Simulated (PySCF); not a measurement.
```yaml
atoms:
  - { symbol: C, position_ang: [-2.2513, -0.5225, 0.0923] }
  - { symbol: N, position_ang: [-0.8979, -0.0443, -0.0546] }
  - { symbol: C, position_ang: [0.0603, -1.0822, 0.2749] }
  - { symbol: C, position_ang: [1.5097, -0.7472, -0.0450] }
  - { symbol: Si, position_ang: [2.1115, 0.8532, 0.7831] }
  - { symbol: S, position_ang: [1.0885, 2.4461, -0.2074] }
  - { symbol: Si, position_ang: [-0.5923, 1.3508, -1.0018] }
  - { symbol: H, position_ang: [-2.4697, -1.3334, -0.6126] }
  - { symbol: H, position_ang: [-2.9519, 0.2869, -0.0858] }
  - { symbol: H, position_ang: [-2.4011, -0.9038, 1.1058] }
  - { symbol: H, position_ang: [-0.0300, -1.3008, 1.3496] }
  - { symbol: H, position_ang: [-0.2219, -2.0023, -0.2639] }
  - { symbol: H, position_ang: [1.6269, -0.6600, -1.1273] }
  - { symbol: H, position_ang: [2.1214, -1.5923, 0.2716] }
  - { symbol: H, position_ang: [1.7795, 0.8497, 2.2057] }
  - { symbol: H, position_ang: [3.5337, 1.0631, 0.5476] }
  - { symbol: H, position_ang: [-0.2949, 1.1059, -2.4177] }
  - { symbol: H, position_ang: [-1.7291, 2.2394, -0.8263] }
```

Geometry: GFN2-xTB.

Method: wB97X-D/def2-SVPD, SCF density, gas phase in PySCF.

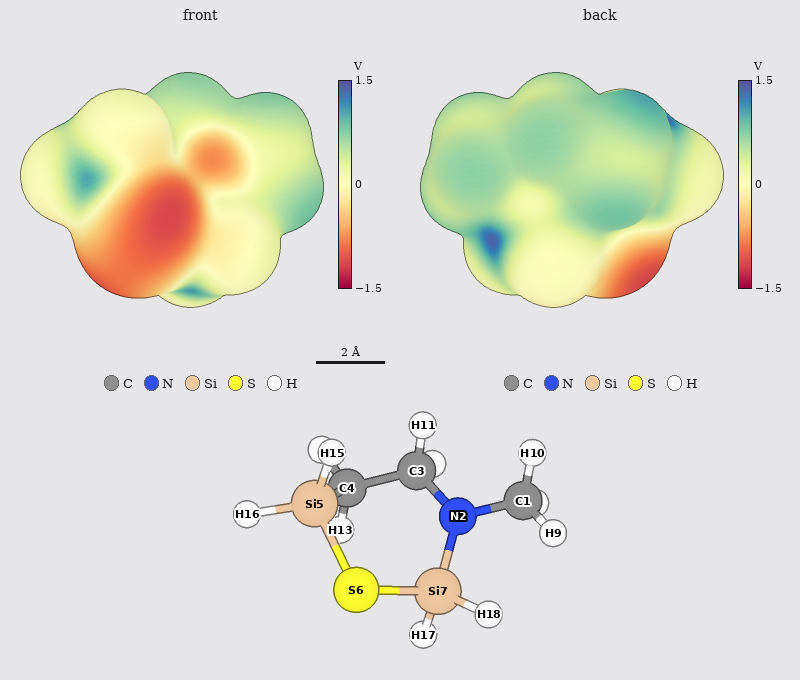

C3H11NSSi2 (SMILES CN1CC[SiH2]S[SiH2]1). The molecular electrostatic potential painted on the density surface at 0.002 e/bohr³, seen from the front and from behind; red is negative and blue positive. The bare structure is drawn below in the same view.

Q: Describe the electrostatic potential map.

A: The most negative region (about −1.1 V, or −25 kcal/mol for a unit charge) lies over S6, the most positive (about +1.3 V, or +30 kcal/mol for a unit charge) over Si5 and Si7.
